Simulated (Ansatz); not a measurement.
# Cobalt, dhcp under revPBE: ground state and equation of state

Aim: take cobalt in the dhcp structure, relax it, solve it on a dense k-mesh, then scale the cell to 7 volumes from 88 to 112 % of the relaxed one and try a fit of the equation of state. Spin polarisation is left out, though the real metal is magnetic, so this state lies above the ground state. The k-meshes are 14×14×4 for the relaxation; 19×19×5 for the dense run; 16×16×5 for the volumes.

Method: DFT revPBE, plane waves (420 eV) with PAW, scalar-relativistic; PBE-made PAW files, in Ansatz 0.2.0.

### Step 1. The starting structure

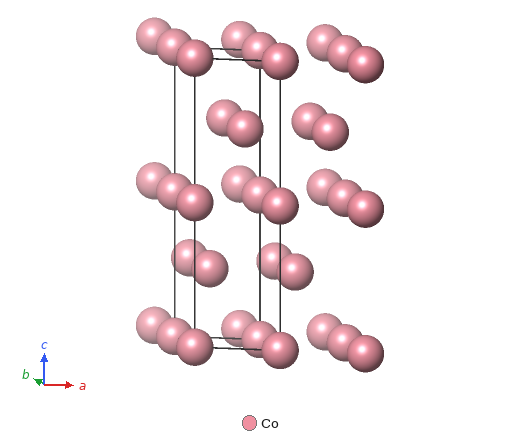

The structure, seen slightly off an axis (cobalt pink). 2×2×1 cells are drawn. Any atoms on the faces are drawn again on the opposite ones.

Coordinates:

```
Co
1.0
     2.50188    0.00000    0.00000
    -1.25094    2.16670    0.00000
     0.00000    0.00000    8.17115
Co
4
Cartesian
  0.0000 0.0000 0.0000
  0.0000 0.0000 4.0856
  0.0000 1.4445 2.0428
  1.2509 0.7222 6.1284
```

### Step 2. Relaxing cell and atoms

input.yaml reads:

```yaml
crystal:
  lattice:
    - [2.5018845205, 0.0, 0.0]
    - [-1.2509422603, 2.1666955521, 0.0]
    - [0.0, 0.0, 8.1711548441]
  atoms:
    - { symbol: Co, position: [0.0, 0.0, 0.0] }
    - { symbol: Co, position: [0.0, 0.0, 0.5] }
    - { symbol: Co, position: [0.3333333333, 0.6666666667, 0.25] }
    - { symbol: Co, position: [0.6666666667, 0.3333333333, 0.75] }
hamiltonian:
  xc: revpbe
  pseudopotentials:
    kind: paw
    azcp:
      Co: "pseudopotentials/Co.paw.azcp"
basis:
  ecutwfc: 420
  fft_grid_basis: typed
kpoints:
  mp_grid: { grid: [14, 14, 4], shift: [0, 0, 0] }
magnetization:
  spin_polarized: false
scf:
  occupations: { method: fermi_dirac, width: 0.1 }
relax:
  max_steps: 60
  f_tol: 0.01
  cell: {}
```

Output (excerpt; [...] marks lines left out):

```text
Warning: RAYON_NUM_THREADS=2 ignored (pool sized by the plan → 2); use --threads N
[...]
Pseudopotentials: kind: paw
Pseudopotential: Co, paw, valence charge 17, recommended cutoff 420 eV (normal), <dir>
Functional definition: revPBE
[...]
Crystal: 4 atoms, lattice volume = 44.294 Å³
Basis set: ecut = 420 eV, 861 PW (Γ), exchange–correlation on 36×36×120 points (8 copies of the dense FFT grid, shifted against one another)
Bands: 41, of which v1, the nominal top of the filled ones, is band 34 counted from 1 (33 counted from 0)
Symmetry: 24 space group operations
Space group: P63/mmc (ITA 194), of the structure as read, at distance tolerance 3.5e-5 Å
k-points: 72 of 784
[...]
SCF iter   1: F=—  HF=-20517.675711 eV  |F-HF|=—  |Δ(HF+E_count)|=         —  Δρ=9.42e-3  dr2=2.92e-2  ethr=1.77e-3  ⟨swp⟩=5.0  Hψ=8776  notcnv=0  defer=3
[...]
relax step   1: F+E_penalty+E_count = -20517.67727043 eV  Δ(F+E_penalty+E_count) = +0.000e0 eV  max|allowed force component| = 3.701e-17 eV/Å  Δτ_max = 0.0000 Å  P = -10.557 GPa  Ω = 44.294 Å³  (8 SCF iters, dr2 threshold 1.00e-7 eV, accepted)
[...]
relax step   4: F+E_penalty+E_count = -20517.75481618 eV  Δ(F+E_penalty+E_count) = -5.612e-5 eV  max|allowed force component| = 3.585e-17 eV/Å  Δτ_max = 0.0000 Å  P = -0.021 GPa  Ω = 42.122 Å³  energy of the carried Pulay correction = +2.010e-3 eV  (6 SCF iters, dr2 threshold 4.00e-7 eV, accepted)
[...]
relax step   5: F+E_penalty+E_count = -20517.75302088 eV  Δ(F+E_penalty+E_count) = +1.795e-3 eV  max|allowed force component| = 1.850e-17 eV/Å  Δτ_max = 0.0000 Å  P = -0.026 GPa  Ω = 42.122 Å³  stress off target by 2.69e-2 GPa  SCF on the basis re-selected at this cell (its energy is not [...]
SCF converged after 7 iterations
Free energy (F): -20517.753021 eV
[...]
E sigma→0 (E₀):  -20517.587781 eV
Entropy (-TS):   -0.330480 eV (-82.620 meV/atom)
Fermi energy:    19.369140 eV
[...]
--- Forces (eV/Å), atoms counted from 1 ---
  atom   1  Co    -0.00000000    -0.00000000    -0.00000000
  atom   2  Co    -0.00000000     0.00000000     0.00000000
  atom   3  Co     0.00000000     0.00000000    -0.00000000
  atom   4  Co    -0.00000000    -0.00000000     0.00000000
[...]
--- Stress (GPa, compression-positive) ---
       -0.025747       0.000000      -0.000000
        0.000000      -0.025747       0.000000
       -0.000000       0.000000      -0.026936
  P = ⅓ Tr σ = -0.0261 GPa (-0.261 kbar)
--- Relaxed structure (4 steps of the walk, 4 accepted, 1 SCFs on fresh bases) ---
  F+E_penalty+E_count = -20517.75302088 eV   max|allowed force component| = 1.850e-17 eV/Å   (the final SCF, on the basis selected at the relaxed cell)
  cell:  # Å, volume = 42.1220 Å³
    - [2.463027787697583, 2.8419157542094e-11, 0.0]
    - [-1.2315138938734032, 2.1330446343588823, 0.0]
    - [0.0, 0.0, 8.017517158657306]
  atoms:
    - { symbol: Co, position: [1.565754648759812e-35, 5.717528297840685e-35, -6.213750723764398e-36] }
    - { symbol: Co, position: [1.2855467403625876e-35, 6.921218465815271e-35, 0.5000000000000001] }
    - { symbol: Co, position: [0.33333333333333326, 0.6666666666666667, 0.25000000000000006] }
    - { symbol: Co, position: [0.6666666666666667, 0.33333333333333337, 0.7500000000000001] }
```

It took 26 s on 2 threads of an Arm CPU, shared host; peak memory 0.39 GiB.

Relaxation path:

```csv
step,energy change (meV/atom),largest force (eV/Å),pressure (GPa),volume (Å³/atom)
1,0.00,0.0000,-10.56,11.074
2,-15.62,0.0000,-4.84,10.759
3,-19.37,0.0000,0.51,10.507
4,-19.39,0.0000,-0.02,10.531
5,-18.94,0.0000,-0.03,10.531
```

Steps that repeat a cell are solved on a basis chosen anew, so their changes of energy are no gain of the relaxation.

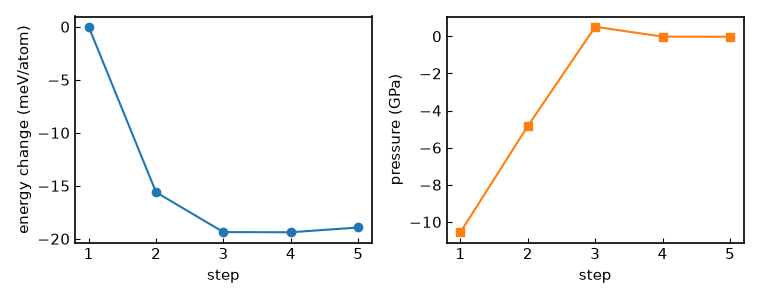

Energy and pressure over the accepted steps.

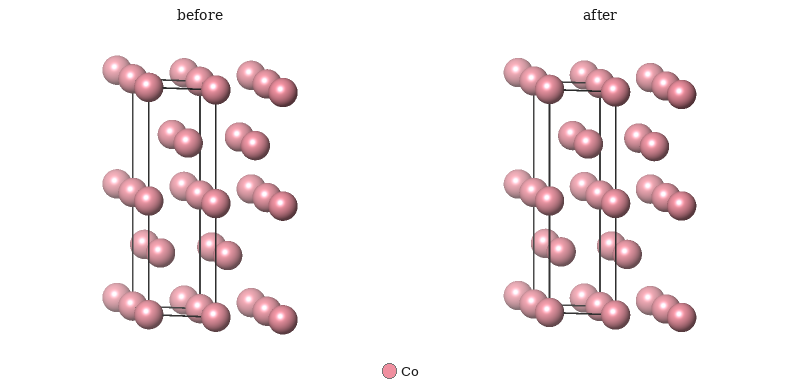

The structure before (left) and after (right), drawn at the same scale. The cells drawn are those of the first picture.

Changes in the cell that was computed:

|  | before | after | change |
| --- | --- | --- | --- |
| a (Å) | 2.502 | 2.463 | -1.6 % |
| b (Å) | 2.502 | 2.463 | -1.6 % |
| c (Å) | 8.171 | 8.018 | -1.9 % |
| volume (Å³/atom) | 11.074 | 10.531 | -4.9 % |
| shortest distance (Å) | 2.502 | 2.458 | -1.8 % |
| space group (spins left aside) | P6_3/mmc | P6_3/mmc | same |

### Step 3. Dense single point

input.yaml reads:

```yaml
crystal:
  lattice:
    - [2.4630277877, 0.0, 0.0]
    - [-1.2315138939, 2.1330446344, 0.0]
    - [0.0, 0.0, 8.0175171587]
  atoms:
    - { symbol: Co, position: [0.0, 0.0, 1.0] }
    - { symbol: Co, position: [0.0, 0.0, 0.5] }
    - { symbol: Co, position: [0.3333333333, 0.6666666667, 0.25] }
    - { symbol: Co, position: [0.6666666667, 0.3333333333, 0.75] }
hamiltonian:
  xc: revpbe
  pseudopotentials:
    kind: paw
    azcp:
      Co: "pseudopotentials/Co.paw.azcp"
basis:
  ecutwfc: 420
  fft_grid_basis: typed
kpoints:
  mp_grid: { grid: [19, 19, 5], shift: [0, 0, 0] }
magnetization:
  spin_polarized: false
scf:
  occupations: { method: fermi_dirac, width: 0.1 }
output:
  write_density: true
  write_potential: true
  elf: true
  volumetric_format: npy
```

Output (excerpt; [...] marks lines left out):

```text
Warning: RAYON_NUM_THREADS=2 ignored (pool sized by the plan → 2); use --threads N
[...]
[... 3 set-up lines as earlier in the session ...]
[...]
Crystal: 4 atoms, lattice volume = 42.122 Å³
Basis set: ecut = 420 eV, 789 PW (Γ)
Bands: 41, of which v1, the nominal top of the filled ones, is band 34 counted from 1 (33 counted from 0)
[... 2 set-up lines as earlier in the session ...]
k-points: 120 of 1805
[...]
SCF iter   1: F=—  HF=-20517.753923 eV  |F-HF|=—  |Δ(HF+E_count)|=         —  Δρ=1.06e-2  dr2=3.69e-2  ethr=1.77e-3  ⟨swp⟩=5.1  Hψ=14616  notcnv=0  defer=6
[...]
SCF iter   8: F=-20517.754959 eV  HF=-20517.754959 eV  |F-HF|=3.41e-9  |Δ(HF+E_count)|=   1.46e-8  Δρ=6.00e-6  dr2=5.27e-9  ethr=1.47e-10  ⟨swp⟩=1.0  Hψ=10307  notcnv=0
[...]
SCF converged after 8 iterations
Free energy (F): -20517.754959 eV
[...]
E sigma→0 (E₀):  -20517.591076 eV
Entropy (-TS):   -0.327766 eV (-81.942 meV/atom)
Fermi energy:    19.370606 eV
[...]
--- Band table (eV; the first three rows and the last of 120) ---
[...]
```

Run time: 10 s. Hardware: 2 threads of an Arm CPU, shared host; peak memory 0.41 GiB.

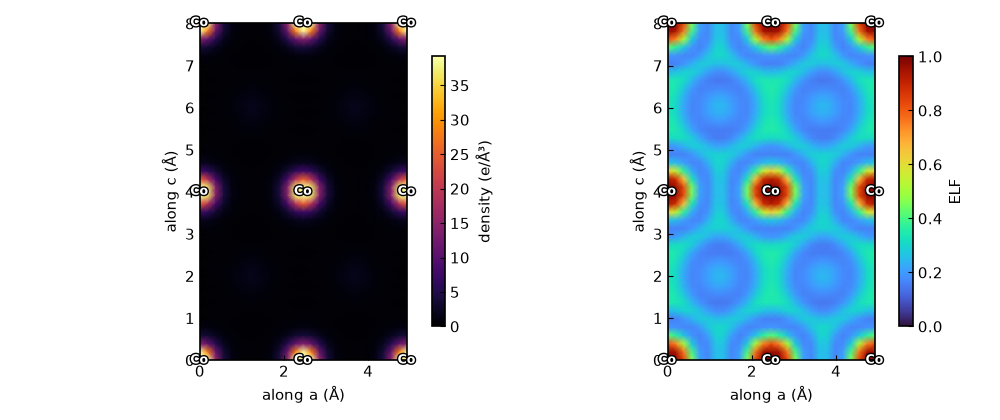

Density (left) and ELF (right) in a lattice plane of the grid's cell (edges 2.46 and 8.02 Å, at 0.000 of the third edge), which holds Co. Only atoms in the plane are labelled; the density scale stops at 39.19 e/Å³. Both are smooth fields of the valence electrons: close to the nuclei they are not physical.

### Step 4. Equation of state: 88 %

Edit input.yaml of step 3 so:

```diff
@@ -2,5 +2,5 @@
   lattice:
-    - [2.4630277877, 0.0, 0.0]
-    - [-1.2315138939, 2.1330446344, 0.0]
-    - [0.0, 0.0, 8.0175171587]
+    - [2.3602800501, 0.0, 0.0]
+    - [-1.1801400251, 2.0440624834, 0.0]
+    - [0.0, 0.0, 7.6830581837]
   atoms:
@@ -20,3 +20,3 @@
 kpoints:
-  mp_grid: { grid: [19, 19, 5], shift: [0, 0, 0] }
+  mp_grid: { grid: [16, 16, 5], shift: [0, 0, 0] }
 magnetization:
@@ -25,3 +25,5 @@
   occupations: { method: fermi_dirac, width: 0.1 }
+  lower_state_search: "off"
 output:
+  stress: true
   write_density: true
```

Output (excerpt; [...] marks lines left out):

```text
Warning: RAYON_NUM_THREADS=2 ignored (pool sized by the plan → 2); use --threads N
[...]
[... 3 set-up lines as earlier in the session ...]
[...]
Crystal: 4 atoms, lattice volume = 37.067 Å³
Basis set: ecut = 420 eV, 721 PW (Γ)
Bands: 41, of which v1, the nominal top of the filled ones, is band 34 counted from 1 (33 counted from 0)
[... 1 set-up line as earlier in the session ...]
Space group: P63/mmc (ITA 194), of the structure as read, at distance tolerance 3.3e-5 Å
k-points: 90 of 1280
[...]
SCF iter   1: F=—  HF=-20517.188237 eV  |F-HF|=—  |Δ(HF+E_count)|=         —  Δρ=1.18e-2  dr2=4.12e-2  ethr=1.77e-3  ⟨swp⟩=5.4  Hψ=11112  notcnv=0  defer=8
[...]
SCF iter   6: F=-20517.185847 eV  HF=-20517.185847 eV  |F-HF|=3.36e-8  |Δ(HF+E_count)|=   1.43e-7  Δρ=2.00e-5  dr2=4.82e-8  ethr=1.47e-10  ⟨swp⟩=10.0  Hψ=28301  notcnv=0
[...]
SCF converged after 6 iterations
Free energy (F): -20517.185847 eV
[...]
E sigma→0 (E₀):  -20517.050510 eV
Entropy (-TS):   -0.270674 eV (-67.668 meV/atom)
Fermi energy:    22.630726 eV
[...]
--- Stress (GPa, compression-positive) ---
       40.764421       0.000000       0.000000
        0.000000      40.764421       0.000000
        0.000000       0.000000      41.173262
  P = ⅓ Tr σ = 40.9007 GPa (409.007 kbar)
--- Band table (eV; the first three rows and the last of 90) ---
[...]
```

It took 8.1 s on 2 threads of an Arm CPU, shared host; peak memory 0.38 GiB.

(Part 1 of 2 ends here.)
